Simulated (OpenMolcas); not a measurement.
**revTPSS/ANO-R1 (DKH4) run of Br2 (bromine)**

What is the energy change on altering one bond length of Br2 (bromine) at revTPSS/ANO-R1 (DKH4)? 

Program for the calculation: OpenMolcas 26.06.

## Step 1: The molecule

Br2: 2 atoms, total charge 0, spin state singlet. As SMILES, `BrBr`. The coordinates come from a PBE0-D4/def2-TZVP relaxation.

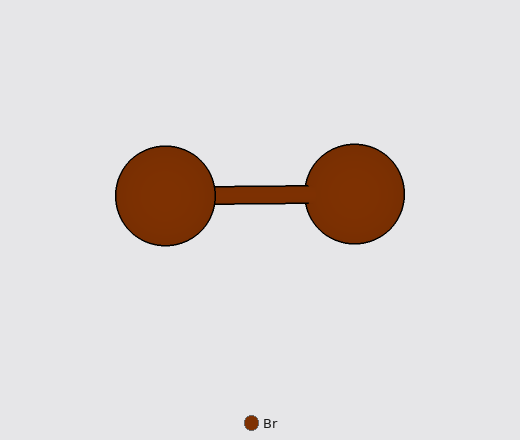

The structure, seen from a chosen angle (bromine brown).

## Step 2: A single-point energy at revTPSS/ANO-R1 (DKH4)

job.inp

```
>>> EXPORT MOLCAS_PRINT=2

&GATEWAY
 Coord
 2
 bohr
 Br     1.83866572    -0.61489798     0.94206627
 Br    -1.83866572     0.61489798    -0.94206627
 Basis = ANO-R1
 Group = NoSym

&SEWARD
 Relativistic = R04O02
 Expert

&SCF
 KSDFT = 2
 1.0 MGGA_X_REVTPSS
 1.0 MGGA_C_REVTPSS
 PrOrbitals = 0
```

Started as:

```console
$ export MOLCAS_MEM=1860
$ pymolcas job.inp > job.log
```

Log:

```text
--- Start Module: gateway ---
[...]
--- Stop Module: gateway /rc=_RC_ALL_IS_WELL_ ---
--- Start Module: seward ---
[...]
 ###    WARNING:  EXPERT option is ON!                                       ###
 ###############################################################################
               SEWARD will generate:
[...]
      Basis functions           78
--- Stop Module: seward /rc=_RC_ALL_IS_WELL_ ---
[...]
--- Start Module: scf ---
[...]
       Convergence after  10 Iterations
[...]
::    Total KS-DFT energy                           -5211.0719645865
[...]
      Total spin, S                                     0.0000000000
[...]
      Total electronic charge=   70.000000
      Total            charge=   -0.000000
[...]
      Dipole Moment (debye):
      Origin of the operator (angstrom)=   -0.0000   -0.0000    0.0000
                   X= -9.2011E-10               Y=  3.2570E-10               Z= -4.8865E-10           Total=  1.0915E-09
      Quadrupole Moment (debye*angstrom):
[...]
--- Stop Module: scf /rc=_RC_ALL_IS_WELL_ ---
[...]
```

Wall time 14 s (1 thread of Arm Neoverse V2, shared host); peak memory 0.48 GiB.

## Step 3: The distorted shape at the same level

job.input

```
>>> EXPORT MOLCAS_PRINT=2

&gateway
  coord
  2
  bohr
  Br     2.20633651    -0.73785679     1.13044740
  Br    -1.83866572     0.61489798    -0.94206627
  basis = ANO-R1
  group = NoSym

&seward
  relativistic = R04O02
  expert

&scf
  ksdft = 2
  1.0 MGGA_X_REVTPSS
  1.0 MGGA_C_REVTPSS
  prorbitals = 0
```

Started as:

```console
$ export MOLCAS_MEM=1860
$ pymolcas job.input > job.log
```

Log:

```text
--- Start Module: gateway ---
[...]
--- Stop Module: gateway /rc=_RC_ALL_IS_WELL_ ---
--- Start Module: seward ---
[...]
 ###    WARNING:  EXPERT option is ON!                                       ###
 ###############################################################################
               SEWARD will generate:
[...]
      Basis functions           78
--- Stop Module: seward /rc=_RC_ALL_IS_WELL_ ---
[...]
--- Start Module: scf ---
[...]
       Convergence after  12 Iterations
[...]
::    Total KS-DFT energy                           -5211.0649747693
[...]
      Total spin, S                                     0.0000000000
[...]
      Total electronic charge=   70.000000
      Total            charge=   -0.000000
[...]
      Dipole Moment (debye):
      Origin of the operator (angstrom)=    0.0973   -0.0325    0.0498
                   X=  2.1998E-10               Y= -1.0343E-10               Z=  1.5748E-10           Total=  2.8963E-10
      Quadrupole Moment (debye*angstrom):
[...]
--- Stop Module: scf /rc=_RC_ALL_IS_WELL_ ---
[...]
```

It took 14 s on 1 thread of Arm Neoverse V2, shared host; peak memory 0.49 GiB.

## Step 4: What came out

Level: revTPSS/ANO-R1 (DKH4).

```
                                                           quantity           value
                                          first shape: total energy  -5211.07196 Eh
                                         first shape: dipole moment          0.00 D
                                           first shape: HOMO energy        -6.71 eV
                                           first shape: LUMO energy        -4.21 eV
                                         first shape: HOMO–LUMO gap         2.50 eV
                                      distorted shape: total energy  -5211.06497 Eh
                                     distorted shape: dipole moment          0.00 D
                                       distorted shape: HOMO energy        -7.04 eV
                                       distorted shape: LUMO energy        -5.46 eV
                                     distorted shape: HOMO–LUMO gap         1.58 eV
energy change with the Br1–Br2 bond stretched from 2.281 to 2.509 Å        0.190 eV
```

**Reading.** With the Br1–Br2 bond stretched from 2.281 to 2.509 Å the energy rises by 0.19 eV (4.4 kcal/mol). The first shape isn't relaxed at this level, so the change isn't measured from a minimum.
